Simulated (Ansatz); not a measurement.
**PHF2 (difluorophosphine): levels of theory compared**

We compute a comparison of 6 runs (UHF/STO-3G, B3LYP/STO-3G, CAM-B3LYP/STO-3G, wB97M-V/STO-3G, wB97X/STO-3G, CCSDT/STO-3G) of PHF2 (difluorophosphine). 

The calculation is run with Ansatz 0.2.0.

65 further runs of the same task are left out: 6 that didn't finish, 59 set aside as unsound or not needed.

## 1. The system as given

PHF2: 4 atoms, total charge 0, spin state singlet. As SMILES, `FPF`. The P2–F1 distance was set to 3.233 Å, away from the relaxed value. At this shape a bond of the SMILES string is far longer than usual.

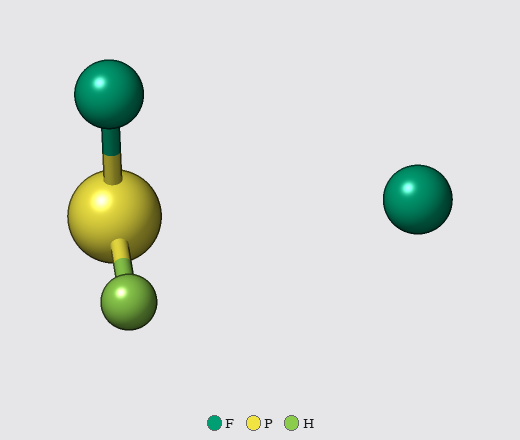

The structure, seen from a chosen angle (fluorine teal, phosphorus yellow, hydrogen green).

## 2. The energy at UHF/STO-3G (run 1)

run.yaml

```yaml
crystal:
  periodic: [false, false, false]
  atoms:
    - symbol: F
      position_ang: [2.422210, 1.640789, -0.028098]
    - symbol: P
      position_ang: [-0.020800, -0.433020, -0.460000]
    - symbol: F
      position_ang: [-1.177160, 0.665480, -0.195640]
    - symbol: H
      position_ang: [-0.002740, -0.836340, 0.899690]
basis:
  gaussian: {orbitals: STO-3G}
accuracy: high
magnetization: {spin_polarized: true, initial_magnetization: 0}
hamiltonian: {xc: hf}
```

Command:

```console
$ ansatz run run.yaml --threads 1 --pin off --max-ram 2610MiB --events-out events.jsonl --progress --plain --runs-dir runs
```

The log of the run:

```text
Warning: RAYON_NUM_THREADS=1 ignored (pool sized by the plan → 1); use --threads N
Functional definition: HF
  name "HF"
  exchange = exact_x
  correlation = 0
328 factors; integrals over basis functions are off by at most 2.7e-8 eV
mean field evaluation 1: about -14502.7805 eV, gradient 1.4e1 eV
mean field evaluation 2: about -14502.8181 eV, gradient 1.4e1 eV
mean field evaluation 4: about -14504.6717 eV, gradient 7.4e0 eV
mean field evaluation 8: about -14509.3274 eV, gradient 1.3e0 eV
mean field evaluation 16: about -14509.8387 eV, gradient 6.5e-2 eV
mean field evaluation 32: about -14516.6253 eV, gradient 2.2e-8 eV
mean field evaluation 64: about -14516.6200 eV, gradient 5.8e-2 eV
mean field evaluation 96: about -14516.6150 eV, gradient 3.0e-1 eV
mean field evaluation 128: about -14516.6201 eV, gradient 3.0e-2 eV
mean field evaluation 160: about -14516.6025 eV, gradient 8.2e-1 eV
mean field evaluation 192: about -14510.5283 eV, gradient 2.0e0 eV
mean field evaluation 224: about -14507.7785 eV, gradient 5.0e0 eV
mean field -14516.62525259 eV, -533.4761383106 hartree, gradient 2.2e-8 eV, S^2 1.005062; 3 other end points of the search recorded, 0 dependent functions left out
reference -14516.62525259 eV, -533.4761383106 hartree; 17, 17 occupied and 3, 3 virtual orbitals, 328 factors
Total energy: -14516.62525259 eV, -533.4761383106 hartree
```

Run time: 0.44 s. Hardware: 1 thread of Arm Neoverse V1, shared host.

## 3. The energy at B3LYP/STO-3G (run 2)

run.yaml

```yaml
crystal:
  periodic: [false, false, false]
  atoms:
    - {symbol: F, position_ang: [2.422210, 1.640789, -0.028098]}
    - {symbol: P, position_ang: [-0.020800, -0.433020, -0.460000]}
    - {symbol: F, position_ang: [-1.177160, 0.665480, -0.195640]}
    - {symbol: H, position_ang: [-0.002740, -0.836340, 0.899690]}
basis:
  gaussian:
    orbitals: STO-3G
hamiltonian:
  xc: {name: B3LYP}
accuracy: high
```

Command:

```console
$ ansatz run run.yaml --threads 1 --pin off --max-ram 2610MiB --events-out events.jsonl --progress --plain --runs-dir runs
```

The log of the run:

```text
Warning: RAYON_NUM_THREADS=1 ignored (pool sized by the plan → 1); use --threads N
Functional definition: B3LYP
  name "B3LYP"
  parameter a0 = 0.2
  parameter ax = 0.72
  parameter ac = 0.81
  exchange = (1 - a0 - ax)*slater_x + ax*b88_x + a0*exact_x
  correlation = (1 - ac)*vwn_rpa_c + ac*lyp_c
328 factors; integrals over basis functions are off by at most 2.7e-8 eV
mean field evaluation 1: about -14537.1639 eV, gradient 2.1e1 eV
mean field evaluation 2: about -14167.6527 eV, gradient 1.5e1 eV
mean field evaluation 4: about -14536.1088 eV, gradient 2.4e1 eV
mean field evaluation 8: about -14547.7327 eV, gradient 1.8e-1 eV
mean field evaluation 16: about -14543.1060 eV, gradient 2.7e1 eV
mean field -14547.72908799 eV, -534.6191831787 hartree, gradient 3.6e-8 eV, S^2 0.000000; 2 other end points of the search recorded, 0 dependent functions left out
reference -14547.72910901 eV, -534.6191839510 hartree; 17, 17 occupied and 3, 3 virtual orbitals, 328 factors
Total energy: -14547.72910901 eV, -534.6191839510 hartree
```

Run time: 1.2 s. Hardware: 1 thread of Arm Neoverse V1, shared host; peak memory 0.091 GiB.

Runs 3 to 5 aren't shown in full; the table further down has their settings and results.

## 4. A single-point energy at CCSDT/STO-3G (run 6)

job.yaml

```yaml
crystal:
  periodic: [false, false, false]
  atoms:
    - symbol: F
      position_ang: [2.422210, 1.640789, -0.028098]
    - symbol: P
      position_ang: [-0.020800, -0.433020, -0.460000]
    - symbol: F
      position_ang: [-1.177160, 0.665480, -0.195640]
    - symbol: H
      position_ang: [-0.002740, -0.836340, 0.899690]
basis:
  gaussian:
    orbitals: STO-3G
correlation:
  method: ccsdt
  frozen_orbitals: {F: 1, H: 0, P: 5}
accuracy: high
scf:
  omitted_lower_state_checks: [cluster_reference, increment]
```

Command:

```console
$ ansatz run job.yaml --threads 1 --pin off --max-ram 2610MiB --events-out events.jsonl --progress --plain --runs-dir runs
```

The log of the run:

```text
Warning: RAYON_NUM_THREADS=1 ignored (pool sized by the plan → 1); use --threads N
[... 13 lines left out ...]
7 core orbitals not correlated: weight in the atoms' cores, before any rotation towards them, 1.000 or more for the frozen orbitals, at most 0.000 for the correlated occupied ones
[... 122 lines left out ...]
WARN: these amplitudes may be one of several solutions (largest doubles amplitude 0.94, level shift 16.72 eV)
Total energy: -14518.31264388 eV, -533.5381487969 hartree
Checks for a lower state left out: cluster_reference, increment
```

Run time: 0.95 s. Hardware: 1 thread of Arm Neoverse V1, shared host.

## 5. All runs side by side

```
run             level  frozen core orbitals  energy (Eh)  wall time
  1        UHF/STO-3G                     –  -533.476138     0.44 s
  2      B3LYP/STO-3G                     –  -534.619184      1.2 s
  3  CAM-B3LYP/STO-3G                     –  -534.509956      1.7 s
  4    wB97M-V/STO-3G                     –  -534.637407       17 s
  5      wB97X/STO-3G                     –  -534.568986      4.8 s
  6      CCSDT/STO-3G                     7  -533.538149     0.95 s
```

## 6. Results

```
                                          quantity          value
                               run 6: total energy  -533.53815 Eh
run 6: correlation energy (7 core orbitals frozen)     -311.4 mEh
                              run 6: T1 diagnostic          0.055
```

What this shows: Totals of different functionals can't be ranked against each other. In run 6 the log says that unrestricted orbitals would lower the reference, so the values rest on an unstable closed-shell determinant (other closed-shell runs at this shape may share the fault). In runs 1, 2, 3, 4, 5, 6 the basis is minimal, so the values are rough. In runs 2, 3, 4, 5 a closed-shell determinant meets a far-stretched bond, which it describes badly. Spin contamination of the reference: run 1 ⟨S²⟩ = 1.01. Where it is this large, the reference is a mixture of spin states, and values that rest on it are in doubt. All runs together took 26 s, the longest 17 s.
